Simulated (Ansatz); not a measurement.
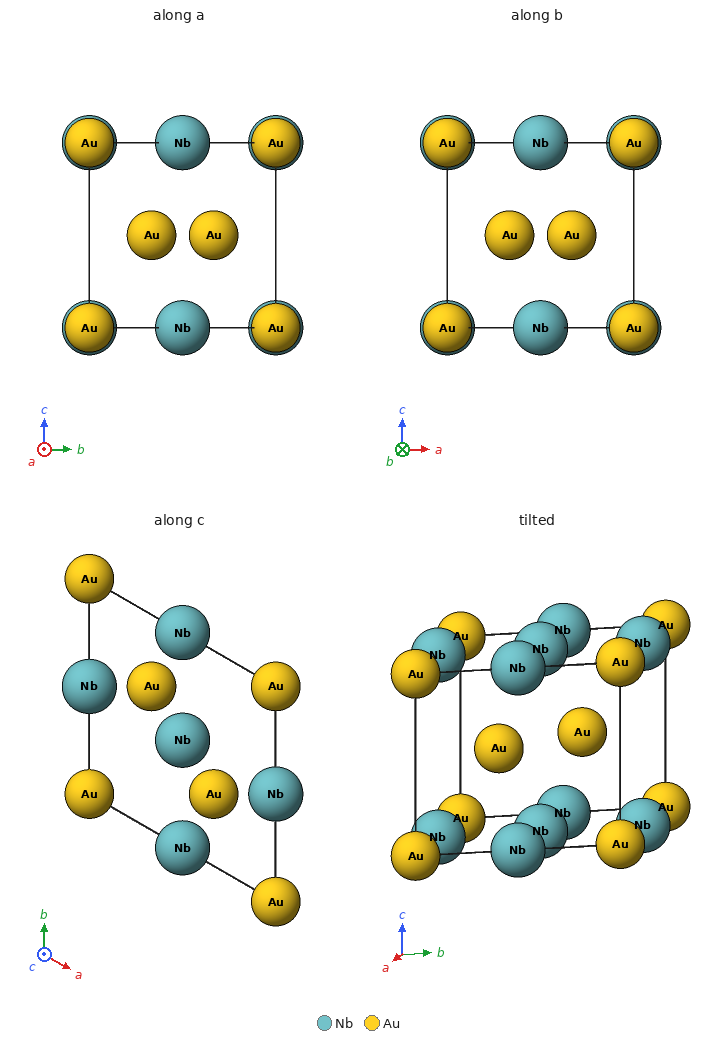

An orthographic spheres-only view of the structure, along the a axis, along the b axis, along the c axis and slightly off an axis. The wireframe shows the conventional unit cell.

Lattice parameters: a = 5.5829 Å, b = 5.5829 Å, c = 4.8014 Å, α = 90.000°, β = 90.000°, γ = 120.000°.

Question: Give the structure in the form of a CIF in P1 with every atom of the cell.

Answer:
```cif
data_structure
_symmetry_space_group_name_H-M 'P 1'
_symmetry_Int_Tables_number 1
_cell_length_a 5.5829
_cell_length_b 5.5829
_cell_length_c 4.8014
_cell_angle_alpha 90.000
_cell_angle_beta 90.000
_cell_angle_gamma 120.000
_cell_volume 129.60
loop_
_atom_site_label
_atom_site_type_symbol
_atom_site_fract_x
_atom_site_fract_y
_atom_site_fract_z
_atom_site_occupancy
Nb1 Nb 0.5000 0.0000 0.0000 1
Nb2 Nb 0.5000 0.5000 0.0000 1
Nb3 Nb 0.0000 0.5000 0.0000 1
Au1 Au 0.0000 0.0000 0.0000 1
Au2 Au 0.3333 0.6667 0.5000 1
Au3 Au 0.6667 0.3333 0.5000 1
```

It goes back to a textbook structure type filled with these elements (whether it is the usual form wasn't checked). The final geometry of a relaxation with DFT PBE, scalar-relativistic, plane waves, PAW (Ansatz) is shown.
